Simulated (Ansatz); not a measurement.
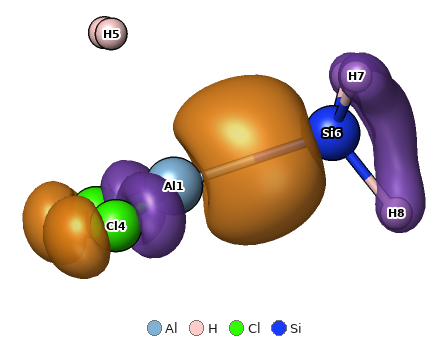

AlCl2H3Si···H2. The HOMO at ±0.15 Å⁻³ᐟ² (orange and purple are the two phases), seen across its widest extent.

The product side of a reaction path; geometry: PBE0-D4/def2-TZVP.

Method: Ansatz, RKS PBE0-D4/def2-TZVPP.

Input file:

```
crystal:
  periodic: [false, false, false]
  atoms:
    - {symbol: Al, position_ang: [0.072184, -1.074939, 0.142779]}
    - {symbol: H, position_ang: [-1.853941, -0.478618, -1.248984]}
    - {symbol: Cl, position_ang: [0.557602, -2.304464, -1.485495]}
    - {symbol: Cl, position_ang: [-0.952934, -1.967781, 1.739634]}
    - {symbol: H, position_ang: [-2.163414, -0.365124, -0.571575]}
    - {symbol: Si, position_ang: [0.943777, 1.186599, 0.323829]}
    - {symbol: H, position_ang: [0.001275, 2.045193, 1.091864]}
    - {symbol: H, position_ang: [2.252923, 1.175821, 1.032599]}
    - {symbol: H, position_ang: [1.142426, 1.783413, -1.024752]}
basis:
  gaussian: {orbitals: def2-TZVPP}
hamiltonian: {xc: pbe0, dispersion: d4}
output: {orbitals: {seedname: orbitals}}
```

Command:

```sh
ansatz run in.yaml --threads 4 --pin off --events-out ev --progress --plain --max-ram 9574MiB
```

Question: Where does this orbital lie, and at what energy?

Answer: Its weight (Hirshfeld) is mainly on Si6 (about 40 %), Al1 (about 25 %), Cl3 (about 15 %) and Cl4 (about 15 %). Its energy is −8.18 eV.
